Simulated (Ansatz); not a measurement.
The calculation's input:

```
crystal:
  periodic: [false, false, false]
  atoms:
    - {symbol: Si, position_ang: [0.740202, 0.646485, 0.741214]}
    - {symbol: H, position_ang: [-2.954348, -0.967676, -0.876453]}
    - {symbol: F, position_ang: [0.173633, 2.048966, 0.265349]}
    - {symbol: F, position_ang: [2.242368, 0.939668, 1.172838]}
    - {symbol: H, position_ang: [0.035588, 0.160975, 1.936119]}
    - {symbol: H, position_ang: [-2.232900, -0.780549, -0.816210]}
    - {symbol: N, position_ang: [0.573101, -0.437156, -0.539409]}
    - {symbol: H, position_ang: [0.784150, -0.179794, -1.489867]}
    - {symbol: H, position_ang: [0.638204, -1.430820, -0.393581]}
basis:
  gaussian: {orbitals: def2-TZVPP}
hamiltonian: {xc: pbe0, dispersion: d4}
output: {orbitals: {seedname: orbitals}}
```

Launched as:

```sh
ansatz run in.yaml --threads 4 --pin off --events-out ev --progress --plain --max-ram 9574MiB
```

The product side of a reaction path; geometry: PBE0-D4/def2-TZVP.

Computed with RKS PBE0-D4/def2-TZVPP in Ansatz.

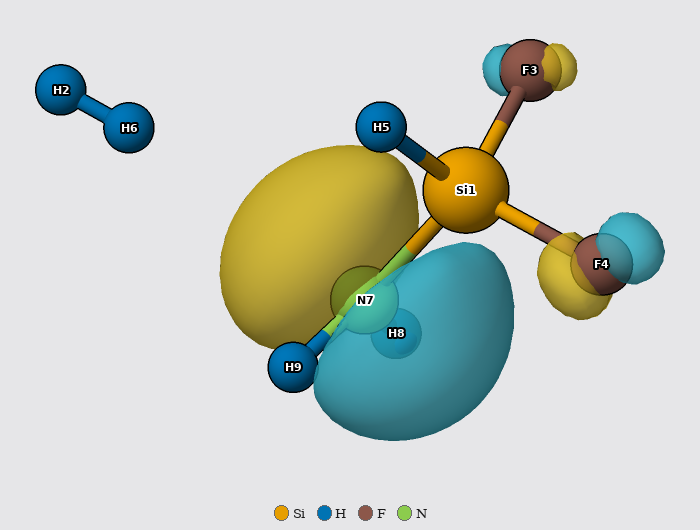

F₂H₃NSi···H₂. The HOMO at ±0.15 Å⁻³ᐟ² (yellow and cyan are the two phases), seen at a tilt.

Describe this orbital and give its energy.

By Hirshfeld shares it lies mainly on N7 (about 70 %); largely a lone pair of N7. Its energy is −8.44 eV.
